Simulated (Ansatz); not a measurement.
Geometry relaxation of GaNH₅SClO (part 2 of 2)

The same run, continued: GaNH₅SClO; RKS PBE0/def2-SVP (Ansatz 0.2.0). It belongs to a series of runs on one base structure; here: end point A relaxed.

## Trajectory as extended XYZ (Å, eV, eV/Å), 10 of the 36 frames kept, from step=1 to step=36
```
10
Properties=species:S:1:pos:R:3:forces:R:3 step=1 energy=-79321.97792
Ga    0.0380    0.1269    0.1230   -0.0285  -0.2663   1.0714
N    -0.0333   -0.0094    2.0119    0.0552   0.0501  -1.0396
H    -0.9208    0.2356    2.4446   -0.0026  -0.0004   0.0024
H     0.7147    0.4871    2.4913   -0.0028   0.0035  -0.0036
Cl    1.8463    0.7605   -0.8149    0.0064  -0.0030   0.0022
O    -1.3749   -0.1473   -0.9172    0.0019   0.0103   0.0307
H    -2.1730   -0.3993   -0.4409    0.0138   0.0029  -0.0180
S     0.7746   -3.1745    0.8690   -0.1299   0.5093   0.2842
H    -0.5308   -3.4546    0.6730   -0.0085  -0.0128  -0.0004
H     0.4794   -2.1986    1.8030    0.0951  -0.2936  -0.3293
10
Properties=species:S:1:pos:R:3:forces:R:3 step=5 energy=-79322.15288
Ga    0.0766   -0.1843    0.1954    0.0118  -0.0280   0.0174
N    -0.0465   -0.0540    2.0490    0.0196  -0.0130   0.0498
H    -0.9343    0.2724    2.4257    0.0171  -0.0149  -0.0131
H     0.6940    0.5055    2.4698   -0.0276  -0.0127  -0.0091
Cl    1.8665    0.5687   -0.7249    0.0658  -0.0339  -0.0158
O    -1.3587   -0.2853   -0.8569   -0.1609  -0.0775   0.0075
H    -2.1946   -0.3951   -0.3899    0.0892   0.0245  -0.0437
S     0.7528   -2.8211    0.6725   -0.1464   0.1740   0.0131
H    -0.5168   -3.2885    0.5952    0.0987   0.0585  -0.0224
H     0.4813   -2.0919    1.8069    0.0327  -0.0770   0.0164
10
Properties=species:S:1:pos:R:3:forces:R:3 step=9 energy=-79322.18598
Ga    0.0973   -0.2239    0.2298   -0.0467  -0.0739   0.0502
N    -0.0458    0.0122    2.0689   -0.0080   0.0447  -0.0101
H    -0.9556    0.3069    2.4184    0.0244  -0.0136  -0.0174
H     0.6538    0.6375    2.4647   -0.0159  -0.0149  -0.0080
Cl    1.8712    0.5397   -0.7327    0.0064  -0.0168  -0.0067
O    -1.3512   -0.5126   -0.7898   -0.2605   0.0621   0.1578
H    -2.1818   -0.2806   -0.3502    0.2621  -0.0400  -0.1517
S     0.7523   -2.7747    0.6179    0.0683   0.0782   0.0647
H    -0.5195   -3.1911    0.4506   -0.0650   0.0027  -0.0477
H     0.4996   -2.2869    1.8652    0.0349  -0.0283  -0.0310
10
Properties=species:S:1:pos:R:3:forces:R:3 step=13 energy=-79322.20237 accepted=F
Ga    0.0950   -0.2948    0.2926   -0.0145   0.1165   0.0079
N    -0.0485    0.0908    2.0979    0.0584  -0.0236  -0.0647
H    -0.9744    0.3391    2.4351   -0.0259  -0.0081   0.0018
H     0.6125    0.7811    2.4475   -0.0057  -0.0415  -0.0079
Cl    1.8183    0.4758   -0.7674   -0.0016   0.0075  -0.0005
O    -1.3924   -0.6713   -0.6614   -0.1016   0.0350   0.1978
H    -2.1442   -0.1163   -0.4074    0.2465  -0.1612  -0.1087
S     0.8211   -2.8057    0.6191   -0.2593   0.1692  -0.0227
H    -0.4665   -3.0740    0.2856    0.0845  -0.0593   0.0253
H     0.4994   -2.4981    1.9014    0.0193  -0.0344  -0.0282
10
Properties=species:S:1:pos:R:3:forces:R:3 step=17 energy=-79322.25075
Ga    0.1084   -0.2875    0.3394    0.0277   0.0082   0.0048
N     0.0033    0.1361    2.1294   -0.0117   0.0052   0.0067
H    -0.9284    0.3240    2.4898    0.0124   0.0050   0.0194
H     0.6385    0.8545    2.4665   -0.0143  -0.0130  -0.0145
Cl    1.7531    0.5617   -0.7891   -0.0098   0.0014  -0.0151
O    -1.3772   -0.8387   -0.5344   -0.1425   0.1536   0.0794
H    -2.0552   -0.1524   -0.5907    0.1299  -0.1381  -0.0737
S     0.7560   -2.7715    0.5920   -0.0159  -0.0004   0.0112
H    -0.5309   -3.0103    0.2407    0.0180   0.0021  -0.0047
H     0.4526   -2.5895    1.8993    0.0062  -0.0239  -0.0135
10
Properties=species:S:1:pos:R:3:forces:R:3 step=20 energy=-79322.27782
Ga    0.0859   -0.2783    0.3968   -0.0200  -0.0221  -0.0223
N     0.0304    0.1746    2.1773    0.0134  -0.0048  -0.0079
H    -0.8937    0.3598    2.5566   -0.0065   0.0049   0.0107
H     0.6666    0.9059    2.4805    0.0062   0.0030   0.0069
Cl    1.6460    0.5871   -0.8406   -0.0131  -0.0047   0.0128
O    -1.4181   -0.8760   -0.4195   -0.0535   0.1633   0.0195
H    -1.9528   -0.1660   -0.7964    0.0732  -0.1402  -0.0056
S     0.7579   -2.7657    0.6032    0.0035   0.0086  -0.0060
H    -0.5088   -2.9896    0.1761    0.0023  -0.0039   0.0026
H     0.4069   -2.7255    1.9089   -0.0056  -0.0040  -0.0108
10
Properties=species:S:1:pos:R:3:forces:R:3 step=24 energy=-79322.29541 accepted=F
Ga    0.0256   -0.2455    0.4228    0.0336   0.0176  -0.0283
N     0.0387    0.1401    2.2207   -0.0010  -0.0359  -0.0288
H    -0.8665    0.3988    2.6040    0.0114   0.0222   0.0199
H     0.7345    0.8149    2.5262   -0.0261   0.0009   0.0073
Cl    1.5559    0.6159   -0.8577   -0.0349   0.0034  -0.0009
O    -1.5176   -0.7921   -0.3347    0.1932  -0.3886   0.5854
H    -1.8247   -0.2652   -1.0621   -0.1832   0.3970  -0.5636
S     0.7497   -2.7404    0.5922    0.0332  -0.0184  -0.0006
H    -0.5254   -3.0023    0.2216   -0.0172   0.0038  -0.0055
H     0.4501   -2.6977    1.9098   -0.0092  -0.0020   0.0152
10
Properties=species:S:1:pos:R:3:forces:R:3 step=28 energy=-79322.31018
Ga    0.0096   -0.2299    0.4274   -0.0501  -0.0085  -0.0153
N     0.0374    0.1054    2.2367    0.0080   0.0043   0.0033
H    -0.8561    0.4151    2.6120    0.0087  -0.0010  -0.0037
H     0.7596    0.7447    2.5588   -0.0128  -0.0140  -0.0089
Cl    1.4932    0.6387   -0.8985   -0.0012   0.0018   0.0045
O    -1.5649   -0.7286   -0.2992    0.0081   0.0812  -0.0636
H    -1.7397   -0.3206   -1.1555    0.0380  -0.0697   0.0911
S     0.7548   -2.7412    0.6018    0.0045  -0.0052   0.0066
H    -0.5240   -3.0002    0.2417   -0.0069   0.0020  -0.0069
H     0.4503   -2.6571    1.9177    0.0037   0.0091  -0.0070
10
Properties=species:S:1:pos:R:3:forces:R:3 step=32 energy=-79322.31527
Ga   -0.0093   -0.2147    0.4169   -0.0019   0.0075  -0.0322
N     0.0351    0.0548    2.2386   -0.0096   0.0155   0.0275
H    -0.8455    0.3922    2.6223    0.0192  -0.0059  -0.0074
H     0.7787    0.6645    2.5699   -0.0115  -0.0076   0.0028
Cl    1.4820    0.6585   -0.8962   -0.0018  -0.0011   0.0044
O    -1.6023   -0.6516   -0.2949    0.0014   0.0144  -0.0192
H    -1.6902   -0.3968   -1.2194    0.0037  -0.0134   0.0252
S     0.7441   -2.7366    0.5976   -0.0058  -0.0084  -0.0057
H    -0.5484   -3.0029    0.2971    0.0036  -0.0036   0.0045
H     0.4761   -2.5410    1.9109    0.0026   0.0026   0.0002
10
Properties=species:S:1:pos:R:3:forces:R:3 step=36 energy=-79322.31629
Ga   -0.0176   -0.2071    0.4011   -0.0240  -0.0066  -0.0287
N     0.0322    0.0218    2.2314    0.0021  -0.0092  -0.0001
H    -0.8480    0.3486    2.6239   -0.0054  -0.0003   0.0018
H     0.7736    0.6271    2.5747    0.0054   0.0041   0.0018
Cl    1.4943    0.6602   -0.8901   -0.0003   0.0015   0.0065
O    -1.6219   -0.5972   -0.3087    0.0279   0.0137   0.0123
H    -1.6787   -0.3981   -1.2484   -0.0090  -0.0028  -0.0043
S     0.7332   -2.7387    0.5889   -0.0185  -0.0035   0.0019
H    -0.5685   -3.0393    0.3728    0.0168   0.0061   0.0005
H     0.5218   -2.4509    1.8974    0.0051  -0.0030   0.0083
```

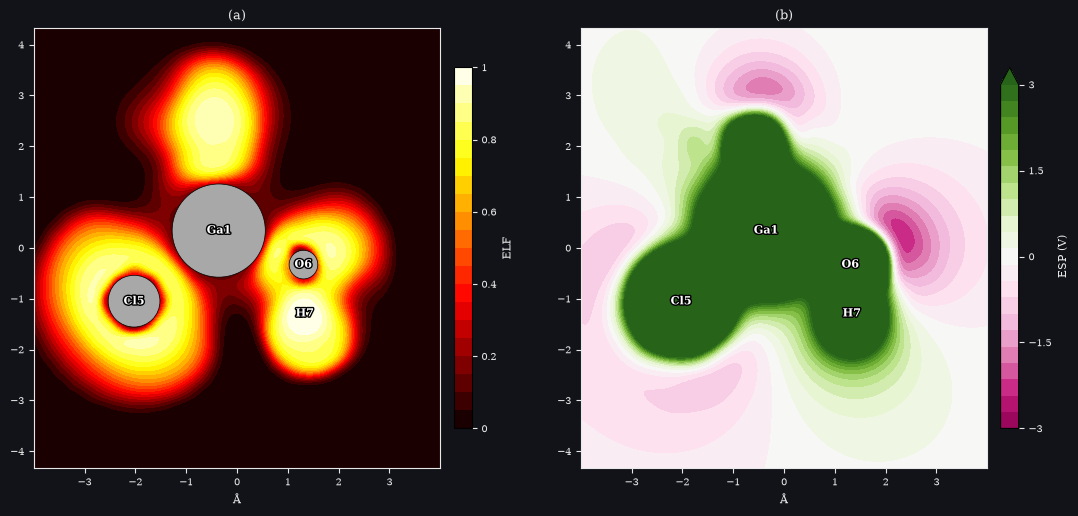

Figure 1. (a) ELF; (b) electrostatic potential on the plane of atoms Ga1, O6 and H7. Grey discs, where drawn, cover atomic cores. Atoms in the plane: Ga, Cl, O and H. Ga–O (1.80 Å): the ELF peaks at about 0.85 in the valence shell of O, 0.6 Å from its nucleus, and is about 0.20 at the midpoint. Ga–Cl (2.17 Å): the ELF peaks at about 0.85 in the valence shell of Cl, 0.8 Å from its nucleus, and is about 0.55 at the midpoint.

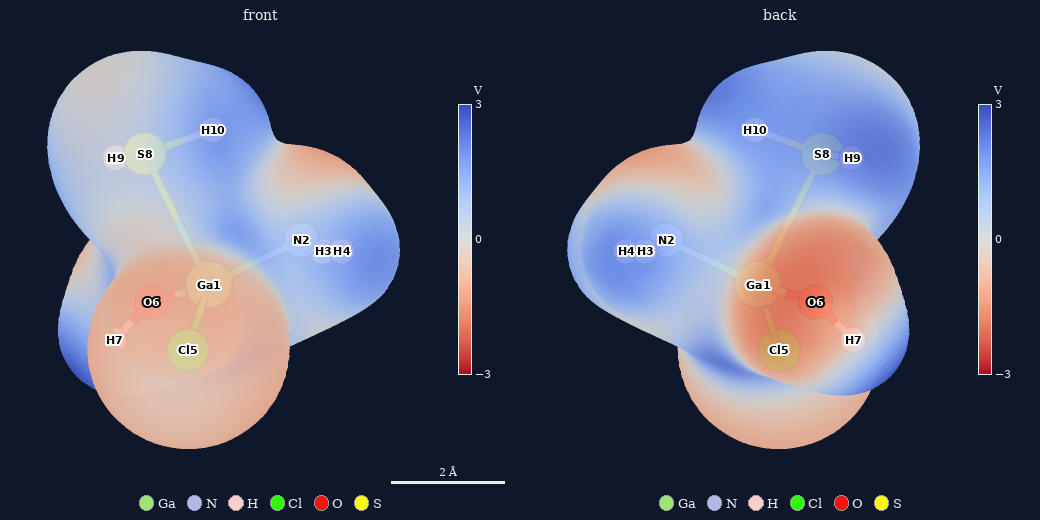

Figure 2. The molecular electrostatic potential painted on the density surface at 0.004 e/bohr³, seen at a tilt and from behind; the colour scale runs from red (negative) to blue (positive). A positive charge is drawn to the negative regions and a negative charge to the positive ones.

This output came from the following input.

## Input
```yaml
crystal:
  periodic: [false, false, false]
  atoms:
    - { symbol: Ga, position_ang: [0.038029, 0.126892, 0.122983] }
    - { symbol: "N", position_ang: [-0.033309, -0.009355, 2.01192] }
    - { symbol: H, position_ang: [-0.920804, 0.235586, 2.444591] }
    - { symbol: H, position_ang: [0.714666, 0.487099, 2.491274] }
    - { symbol: Cl, position_ang: [1.846329, 0.760488, -0.814905] }
    - { symbol: O, position_ang: [-1.374914, -0.14729, -0.91715] }
    - { symbol: H, position_ang: [-2.17295, -0.399254, -0.440933] }
    - { symbol: S, position_ang: [0.774649, -3.174516, 0.869044] }
    - { symbol: H, position_ang: [-0.530828, -3.454622, 0.673026] }
    - { symbol: H, position_ang: [0.479432, -2.198627, 1.803049] }
basis:
  gaussian: { orbitals: def2-SVP }
hamiltonian:
  xc: pbe0
relax:
  f_tol: 0.03
  max_steps: 50
output:
  orbitals: {}
```

Launched with:
```bash
ansatz run input.yaml --threads 4 --pin off --max-ram 5120MiB --backend cpu --events-out ev --progress --plain --runs-dir out
```

## Key numbers

- outcome: converged
- total energy: −79322.3163 eV
- mean-field energy: −79322.3163 eV
- largest force (length of the vector) at the end: 0.038 eV/Å
- hardware: 4 threads of Intel Xeon (Sapphire Rapids), 32 GiB of memory available, shared host
- wall time: 77 s (CPU time 4.5 min)
- peak memory: 0.34 GiB
